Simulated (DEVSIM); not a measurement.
Device: illuminated Si p-on-n cell, one wavelength, at 250 K.

| layer (left to right) | material | thickness (μm) | Nd (cm⁻³) | Na (cm⁻³) | τn (s) | τp (s) | absorption coefficient (cm⁻¹) |
|---|---|---|---|---|---|---|---|
| 1 | Si | 0.220 | - | 1e18 | 1.3e-5 | 3.2e-6 | 370 |
| 2 | Si | 230 | 5.4e15 | - | 6.4e-5 | 6.4e-5 | 370 |

Left contact: ohmic, minority electron recombination velocity 100 cm/s. Right contact: ohmic, minority hole recombination velocity 80 cm/s. Voltage is applied to the left contact. Recombination: SRH at mid-gap, radiative, Auger. Gap narrowing is on: ΔEg = 6.92 meV × (l + √(l² + 0.5)), l = ln(N/1.3e17 cm⁻³), shared equally by both band edges. Light enters at the left, 6.9e14 photons cm⁻² s⁻¹, one pass, no reflection. Mobility is constant in doping.

The device is made up for the run: typed textbook-type constants, with dimensions and the other settings drawn at random. Values at 300 K; Nc and Nv go as T^1.5, mobilities as T to minus their exponent, the gap by Varshni's rule with the affinity fixed.

```tsv
parameter	Si
gap (eV)	1.124
affinity (eV)	4.05
permittivity	11.7
Nc (cm⁻³)	2.86e19
Nv (cm⁻³)	3.1e19
μn (cm²/Vs)	1417
μp (cm²/Vs)	470
T exponent of μn	2.3
T exponent of μp	2.2
B (cm³/s)	4.7e-15
Cn (cm⁶/s)	2.8e-31
Cp (cm⁶/s)	9.9e-32
Varshni α (eV/K)	0.000473
Varshni β (K)	636
```

DEVSIM, 1D drift-diffusion, Boltzmann statistics, complete ionisation; no tunnelling, impact ionisation, image-force lowering or self-heating.

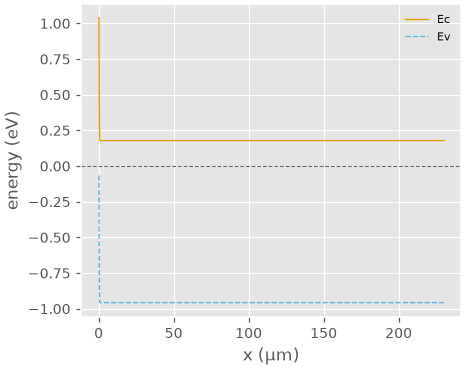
Band edges at zero bias, in the dark

Energies count from the Fermi level of the right contact; mesh points crowd at the junctions.

```tsv
x (μm)	Ec (eV)	Ev (eV)	n (cm⁻³)	p (cm⁻³)	field (V/cm)
0.000	1.039	-0.068	< 1e2	1.0e18	≈ 0
0.03131	1.039	-0.068	< 1e2	1.0e18	≈ 0
0.09821	1.039	-0.068	< 1e2	1.0e18	≈ 0
0.1738	1.039	-0.068	< 1e2	1.0e18	≈ 0
0.2200	1.029	-0.107	< 1e2	1.7e17	-50000
0.2574	0.889	-0.246	< 1e2	2.6e14	-34000
0.3466	0.620	-0.516	7000000	9.4e8	-26000
0.7085	0.184	-0.951	4.2e15	< 1e2	-1100
1.454	0.179	-0.957	5.4e15	< 1e2	≈ 0
3.283	0.179	-0.957	5.4e15	< 1e2	≈ 0
7.774	0.179	-0.957	5.4e15	< 1e2	≈ 0
25.98	0.179	-0.957	5.4e15	< 1e2	≈ 0
63.47	0.179	-0.957	5.4e15	< 1e2	≈ 0
147.3	0.179	-0.957	5.4e15	< 1e2	≈ 0
204.8	0.179	-0.957	5.4e15	< 1e2	≈ 0
220.3	0.179	-0.957	5.4e15	< 1e2	≈ 0
226.2	0.179	-0.957	5.4e15	< 1e2	≈ 0
228.6	0.179	-0.957	5.4e15	< 1e2	≈ 0
229.8	0.179	-0.957	5.4e15	< 1e2	≈ 0
230.1	0.179	-0.957	5.4e15	< 1e2	≈ 0
230.2	0.179	-0.957	5.4e15	< 1e2	≈ 0
230.2	0.179	-0.957	5.4e15	< 1e2	≈ 0
```
